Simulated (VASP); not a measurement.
Given:

```xyz
8
Lattice="4.4788 0.0000 0.0000 0.0000 4.4788 0.0000 0.0000 0.0000 4.4788" Properties=species:S:1:pos:R:3 pbc="T T T"
Mn     3.8666     2.8517     1.6272
Mn     1.6272     3.8666     2.8517
Mn     0.6123     0.6123     0.6123
Mn     2.8517     1.6272     3.8666
Si     0.6905     1.5489     2.9299
Si     2.9299     0.6905     1.5489
Si     3.7884     3.7884     3.7884
Si     1.5489     2.9299     0.6905
```
Starting moments (μB, in the order of the record's atoms Mn Mn Mn Mn Si Si Si Si): 1.1 1.1 1.1 1.1 -0.1 -0.1 -0.1 -0.1.

All values below come from r2SCAN meta-GGA, VASP's PBE PAW potentials (set 64) (plane waves; VASP 6.6.1). Numerical set-up: 400 eV cut-off, 8×8×8 Γ-centred mesh, tetrahedra with Blöchl corrections, potentials Mn_pv Si.

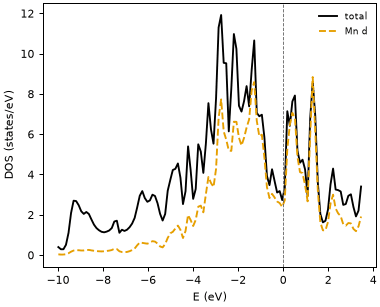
Total and projected density of states, zero at the Fermi level

Within 2 eV below the Fermi level the largest weight inside VASP's projection spheres is Mn d.

It has no gap at this level: it comes out as a metal or semimetal.

The compound is MnSi in the B20 structure. It was relaxed first, which changed the volume by -5 %.
